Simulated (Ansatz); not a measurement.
## Electronic structure of CH3AlFGa in real space

```yaml
atoms:
  - { symbol: C, position_ang: [-0.8629, -1.4674, 0.5511] }
  - { symbol: Al, position_ang: [0.2016, -0.8793, 2.0349] }
  - { symbol: F, position_ang: [0.1419, 0.7369, 2.4758] }
  - { symbol: Ga, position_ang: [-0.2295, -1.2194, -1.3950] }
  - { symbol: H, position_ang: [-1.0633, -2.5549, 0.6337] }
  - { symbol: H, position_ang: [1.2402, -1.7561, 2.8427] }
  - { symbol: H, position_ang: [-1.8337, -0.9300, 0.5476] }
```

Geometry: B3LYP-D3(BJ)/def2-SVP.

Computed with isolated molecule in a Gaussian basis; Kohn-Sham density functional theory, functional PBE0 (Ansatz 0.2.0).

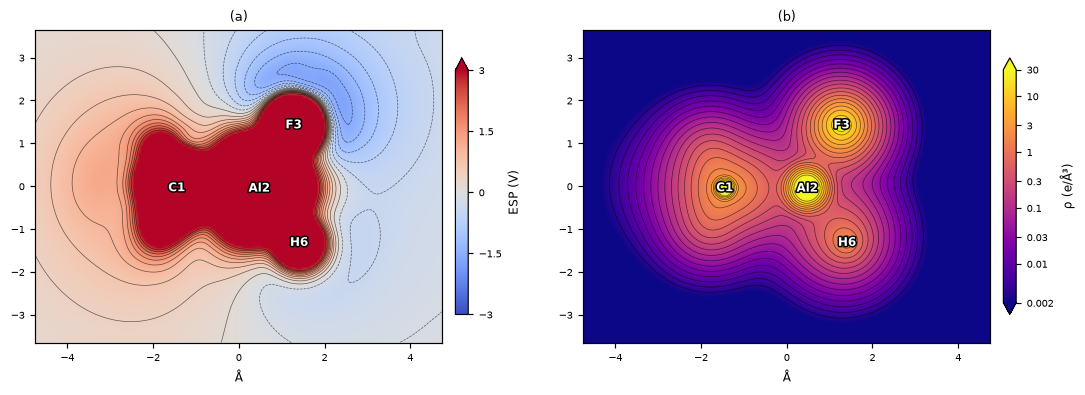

Figure 1. (a) molecular electrostatic potential; (b) total electron density on the plane of atoms C1, Al2 and H6.

### What does the map show?

The plane passes through C, Al, F and H nuclei. Al–F (1.68 Å): ρ at the midpoint is about 0.85 e/Å³. C–Al (1.92 Å): the density is about 0.72 e/Å³ at the midpoint. Al–H (1.58 Å): ρ is about 0.56 e/Å³ halfway. Outside the dense part of the molecule the potential is most negative (−1.7 V) near F3.

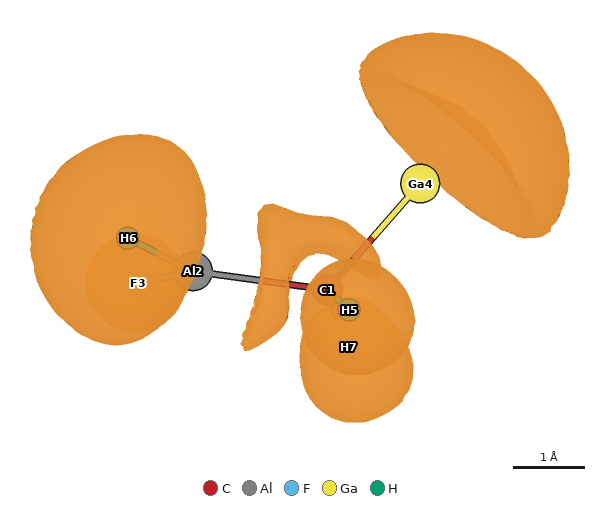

Figure 2. Isosurface of the ELF at 0.8 (orange), seen from one side. Only the valence region is drawn (cores and ρ < 0.01 e/Å³ removed).

### What do the ELF domains correspond to?

The ELF exceeds this value in three regions around hydrogen nuclei, one region on C in which the atom's valence shell and bonds are merged, one lobe on Ga, pointing away from the bonds (lone pairs) and one region wrapped around F (its valence shell). Along the contacts the grid gives the following. Al–F (1.68 Å): the ELF peaks at about 0.85 in the valence shell of F, 0.6 Å from its nucleus, and is about 0.25 at the midpoint. C–Al (1.92 Å): the ELF peaks at about 0.95 between the atoms: a shared but strongly polarised pair.

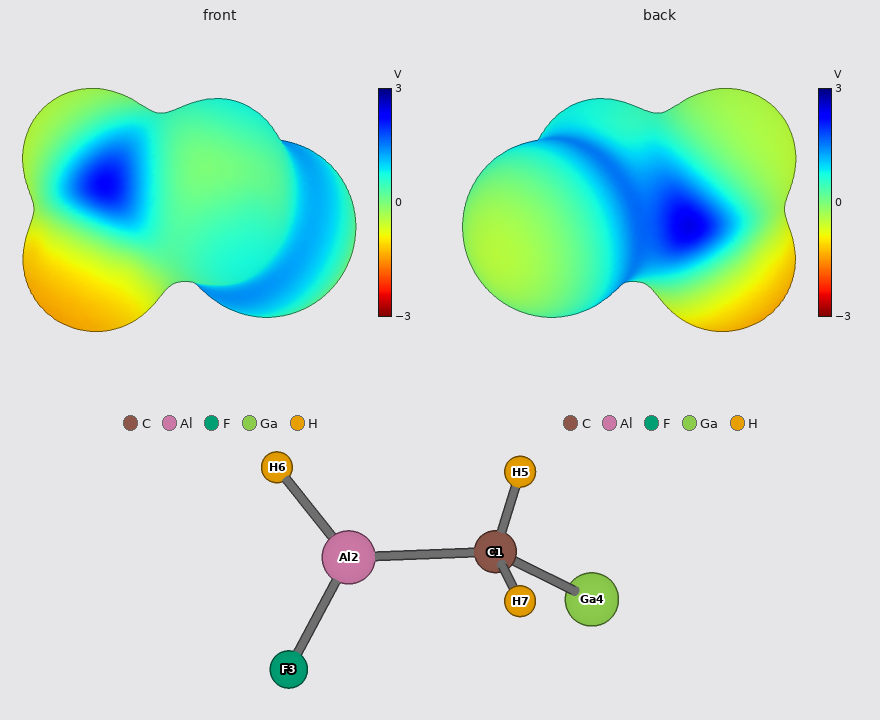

Figure 3. The electrostatic potential painted on the density surface at 0.001 e/bohr³, seen from the front and from behind; the colour scale runs from red (negative) to blue (positive). The bare structure is drawn below in the same view.

### Where is the surface potential most negative and most positive?

The most negative region (about −1.4 V) lies over F3, the most positive (about +2.3 V) over Al2.

### How polar is the molecule by this calculation?

Its dipole moment is 2.40 D.
